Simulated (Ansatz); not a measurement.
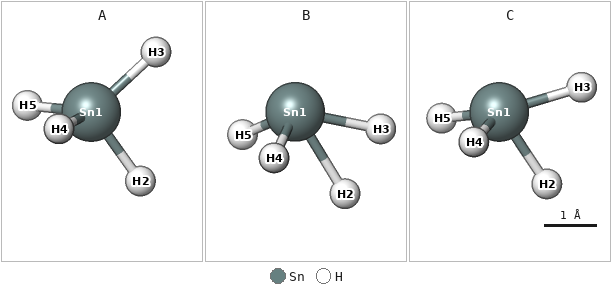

3 geometries from a converged minimum-energy path of SnH4, shuffled. Style: ball-and-stick. Shown at a tilt.

These are results of RKS PBE/def2-SVP (Ansatz 0.2.0), not measurements. Run with 7 movable images; climbing image; force threshold 0.03 eV/Å; iteration limit 60; starting path through a guess of the saddle point.

**One of them is the converged climbing image. Which?**

B. In order along the path, whose images run from 0 to 8: A (image 1, +11.0 kJ/mol), C (image 3, +99.1 kJ/mol), B (image 5, +177.8 kJ/mol). A hydrogen atom shifts from one atom to another. Breaking: Sn1–H3 (1.72 → 1.75 at the top → 2.32 Å). Forming: H2–H3 (2.82 → 1.44 at the top → 0.79 Å).
